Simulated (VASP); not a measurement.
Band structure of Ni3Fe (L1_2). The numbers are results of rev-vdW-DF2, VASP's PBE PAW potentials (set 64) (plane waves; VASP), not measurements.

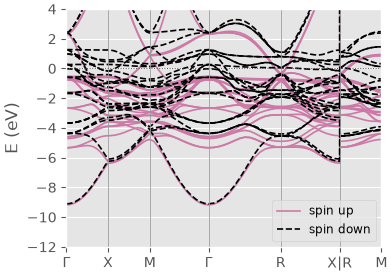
*Bands along high-symmetry lines, zero at the valence-band maximum or, without a gap, the Fermi level*

Q: Read the plot: is there a gap, and where are the band edges?

A: It has no gap at this level: it comes out as a metal or semimetal. (Edges off the drawn lines would not show.)

The compound is Ni3Fe in the L1_2 structure. It was relaxed first.
